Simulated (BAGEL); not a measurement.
# CH7BN2 (SMILES CB(N)N) at HF/6-31G(d) (density fitting with qzvpp-jkfit, spherical functions)

What is the energy change on altering one bond length of CH7BN2 at HF/6-31G* (density fitting with qzvpp-jkfit, spherical functions)? 

Program for the calculation: BAGEL 1.2.2.

1 further run of the same task is left out (set aside as unsound or not needed). Runs told in other sessions of the task aren't counted.

## (1) Starting point

CH7BN2 has 11 atoms, charge 0, and is taken as a singlet. As SMILES, `CB(N)N`. The coordinates come from a PBE0-D4/def2-TZVP relaxation.

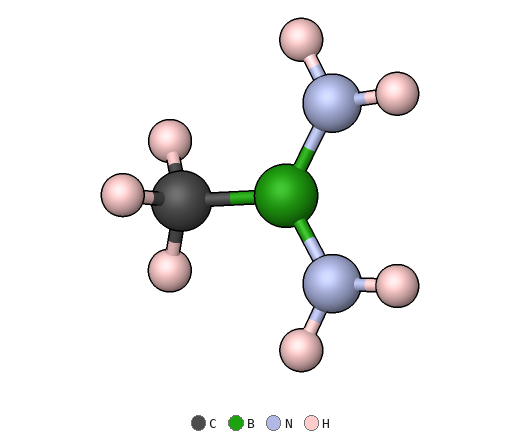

Viewed from a chosen angle; carbon dark grey, boron green, nitrogen light blue, hydrogen pink.

## (2) A single-point energy at HF/6-31G(d) (density fitting with qzvpp-jkfit, spherical functions)

Input file job.json:

```json
{ "bagel": [

{
  "title": "molecule",
  "basis": "6-31gs.json",
  "df_basis": "qzvpp-jkfit",
  "angstrom": true,
  "geometry": [
    { "atom": "C", "xyz": [      -0.697600,       1.164600,      -0.169800 ] },
    { "atom": "B", "xyz": [       0.096800,      -0.189500,       0.024000 ] },
    { "atom": "N", "xyz": [       0.158900,      -0.791900,       1.303700 ] },
    { "atom": "N", "xyz": [       0.762500,      -0.778300,      -1.078100 ] },
    { "atom": "H", "xyz": [      -1.103000,       1.271700,      -1.179500 ] },
    { "atom": "H", "xyz": [      -1.529900,       1.266600,       0.531700 ] },
    { "atom": "H", "xyz": [      -0.033800,       2.019900,      -0.001700 ] },
    { "atom": "H", "xyz": [       0.670200,      -1.631100,       1.510900 ] },
    { "atom": "H", "xyz": [      -0.304800,      -0.397700,       2.100700 ] },
    { "atom": "H", "xyz": [       0.733200,      -0.374600,      -1.995600 ] },
    { "atom": "H", "xyz": [       1.313000,      -1.616700,      -1.025700 ] }
  ]
},

{ "title": "hf" },

{ "title": "print", "file": "orbitals.molden", "orbitals": true }

]}
```

The basis set 6-31G* is read from a file made from the Basis Set Exchange's data (not shown).

Launch:

```bash
BAGEL_NUM_THREADS=1 BAGEL job.json > job.out
```

The program printed:

```text
* using 1 threads per process

  ===============================================================
  ===============================================================

  *** Geometry ***

  { "atom" : "C", "xyz" : [     -1.318273,      2.200775,     -0.320875 ] },
  { "atom" : "B", "xyz" : [      0.182925,     -0.358103,      0.045353 ] },
  { "atom" : "N", "xyz" : [      0.300277,     -1.496474,      2.463636 ] },
  { "atom" : "N", "xyz" : [      1.440916,     -1.470774,     -2.037314 ] },
  { "atom" : "H", "xyz" : [     -2.084368,      2.403165,     -2.228932 ] },
  { "atom" : "H", "xyz" : [     -2.891092,      2.393527,      1.004767 ] },
  { "atom" : "H", "xyz" : [     -0.063873,      3.817058,     -0.003213 ] },
  { "atom" : "H", "xyz" : [      1.266494,     -3.082332,      2.855187 ] },
  { "atom" : "H", "xyz" : [     -0.575989,     -0.751544,      3.969748 ] },
  { "atom" : "H", "xyz" : [      1.385547,     -0.707891,     -3.771137 ] },
  { "atom" : "H", "xyz" : [      2.481210,     -3.055120,     -1.938292 ] },

  Number of auxiliary basis functions:      430

  Since a DF basis is specified, we compute 2- and 3-index integrals:
    o Being stored without compression. Storage requirement is 0.017 GB

  Number of basis functions:       70
  Number of electrons      :       32

    * METHOD: MOLECULE                             0.14

  *** RHF ***

  === Nuclear Repulsion ===
   115.9972671056

      * DIIS with orbital gradients will be used.

  === RHF iteration (6-31gs.json) ===
      0       -175.34466646          0.02672477           0.02
      1       -175.55711948          0.01256052           0.02
      2       -175.61221269          0.00190750           0.02
      3       -175.61368225          0.00038491           0.02
      4       -175.61373641          0.00006112           0.02
      5       -175.61373892          0.00000981           0.02
      6       -175.61373900          0.00000299           0.02
      7       -175.61373900          0.00000079           0.02
      8       -175.61373900          0.00000016           0.02
      9       -175.61373900          0.00000006           0.02
     10       -175.61373900          0.00000002           0.02
     11       -175.61373900          0.00000000           0.02
    * SCF iteration converged.

    * Permanent dipole moment:
           (   -0.258516,     0.354608,    -0.063421) a.u.

    * METHOD: HF                                   0.36

    * METHOD: PRINT                                0.01

  ===============================================================
```

Wall time 0.64 s (1 thread of Arm Neoverse V2, shared host).

## (3) The distorted shape

Input file input.json:

```json
{ "bagel": [

{
  "title": "molecule",
  "basis": "6-31gs.json",
  "df_basis": "qzvpp-jkfit",
  "angstrom": "true",
  "geometry": [
    { "atom": "C", "xyz": [      -0.636790,       1.148535,      -0.018345 ] },
    { "atom": "B", "xyz": [       0.157610,      -0.205565,       0.175455 ] },
    { "atom": "N", "xyz": [       0.219710,      -0.807965,       1.455155 ] },
    { "atom": "N", "xyz": [       0.823310,      -0.794365,      -0.926645 ] },
    { "atom": "H", "xyz": [      -1.103000,       1.271700,      -1.179500 ] },
    { "atom": "H", "xyz": [      -1.469090,       1.250535,       0.683155 ] },
    { "atom": "H", "xyz": [       0.027010,       2.003835,       0.149755 ] },
    { "atom": "H", "xyz": [       0.731010,      -1.647165,       1.662355 ] },
    { "atom": "H", "xyz": [      -0.243990,      -0.413765,       2.252155 ] },
    { "atom": "H", "xyz": [       0.794010,      -0.390665,      -1.844145 ] },
    { "atom": "H", "xyz": [       1.373810,      -1.632765,      -0.874245 ] }
  ]
},

{
  "title": "hf"
},

{
  "title": "print",
  "file": "orbitals.molden",
  "orbitals": "true"
}

]}
```

The basis set 6-31G* is read from a file made from the Basis Set Exchange's data (not shown).

Launch:

```bash
BAGEL_NUM_THREADS=1 BAGEL input.json > input.out
```

The program printed:

```text
* using 1 threads per process

  ===============================================================
  ===============================================================

  *** Geometry ***

  { "atom" : "C", "xyz" : [     -1.203359,      2.170417,     -0.034667 ] },
  { "atom" : "B", "xyz" : [      0.297840,     -0.388462,      0.331562 ] },
  { "atom" : "N", "xyz" : [      0.415192,     -1.526833,      2.749844 ] },
  { "atom" : "N", "xyz" : [      1.555830,     -1.501132,     -1.751105 ] },
  { "atom" : "H", "xyz" : [     -2.084368,      2.403165,     -2.228932 ] },
  { "atom" : "H", "xyz" : [     -2.776178,      2.363169,      1.290976 ] },
  { "atom" : "H", "xyz" : [      0.051042,      3.786699,      0.282996 ] },
  { "atom" : "H", "xyz" : [      1.381409,     -3.112691,      3.141396 ] },
  { "atom" : "H", "xyz" : [     -0.461074,     -0.781903,      4.255956 ] },
  { "atom" : "H", "xyz" : [      1.500461,     -0.738250,     -3.484929 ] },
  { "atom" : "H", "xyz" : [      2.596125,     -3.085479,     -1.652084 ] },

  Number of auxiliary basis functions:      430

  Since a DF basis is specified, we compute 2- and 3-index integrals:
    o Being stored without compression. Storage requirement is 0.017 GB

  Number of basis functions:       70
  Number of electrons      :       32

    * METHOD: MOLECULE                             0.14

  *** RHF ***

  === Nuclear Repulsion ===
   115.4293026820

      * DIIS with orbital gradients will be used.

  === RHF iteration (6-31gs.json) ===
      0       -175.32911065          0.02682260           0.02
      1       -175.54190787          0.01267911           0.02
      2       -175.59820894          0.00191386           0.02
      3       -175.59972291          0.00036943           0.02
      4       -175.59977259          0.00006490           0.02
      5       -175.59977546          0.00001163           0.02
      6       -175.59977557          0.00000387           0.02
      7       -175.59977558          0.00000099           0.02
      8       -175.59977558          0.00000023           0.02
      9       -175.59977558          0.00000008           0.02
     10       -175.59977558          0.00000003           0.02
     11       -175.59977558          0.00000001           0.02
     12       -175.59977558          0.00000000           0.02
    * SCF iteration converged.

    * Permanent dipole moment:
           (   -0.288624,     0.367817,    -0.138482) a.u.

    * METHOD: HF                                   0.38

    * METHOD: PRINT                                0.01

  ===============================================================
```

Wall time 0.66 s (1 thread of Arm Neoverse V2, shared host).

## (4) Outcome

At HF/6-31G* (density fitting with qzvpp-jkfit, spherical functions):

| quantity | value |
| --- | --- |
| first shape: total energy | -175.61374 Eh |
| first shape: dipole moment | 1.13 D |
| first shape: HOMO energy | -9.93 eV |
| first shape: LUMO energy | 6.06 eV |
| first shape: HOMO–LUMO gap | 15.99 eV |
| distorted shape: total energy | -175.59978 Eh |
| distorted shape: dipole moment | 1.24 D |
| distorted shape: HOMO energy | -9.96 eV |
| distorted shape: LUMO energy | 5.91 eV |
| distorted shape: HOMO–LUMO gap | 15.87 eV |
| energy change with the C1–H5 bond stretched from 1.093 to 1.257 Å | 0.380 eV |

**Reading.** With the C1–H5 bond stretched from 1.093 to 1.257 Å the energy rises by 0.38 eV (36.7 kJ/mol). The first shape isn't relaxed at this level, so the change isn't measured from a minimum.
